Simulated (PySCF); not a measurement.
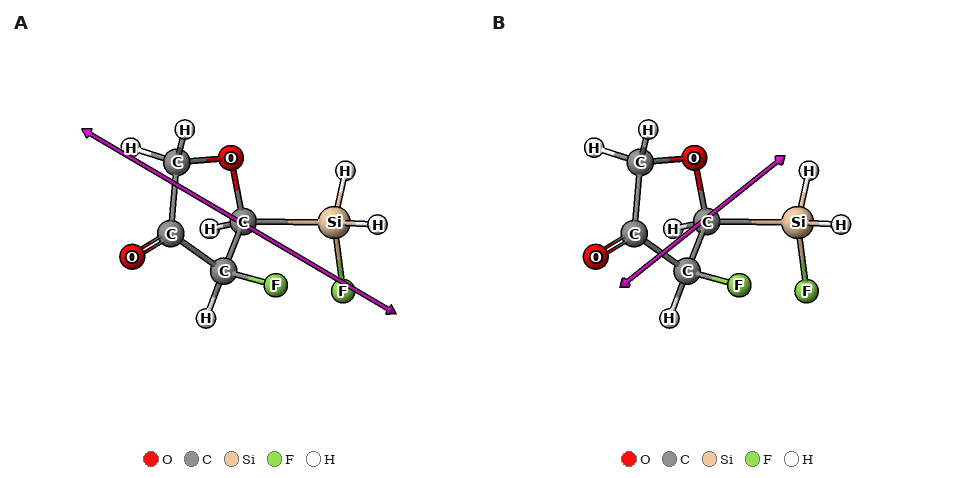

The double arrows show the directions of two transition dipoles from the ground state (lengths mean nothing). The computed structure is the end point of a GFN2-xTB optimisation. No frequency run is at hand to confirm it as a minimum. Level of theory: TDDFT CAM-B3LYP/def2-SVPD, vertical, gas phase, core orbitals frozen in the response (PySCF 2.14.0).

One belongs to singlet state 6 and one to singlet state 7. Which is which?

A: state 6, 7.47 eV (166 nm), oscillator strength 0.029, of mixed character, with the largest part HOMO → LUMO+2 (weight 0.48).
B: state 7, 7.85 eV (158 nm), oscillator strength 0.040, mainly HOMO−1 → LUMO+2 (weight 0.79).

The geometry is semi-empirical. Around Si such bond lengths and angles can be off by a tenth of an ångström or more and by several degrees, and values that hang on the shape move with them.
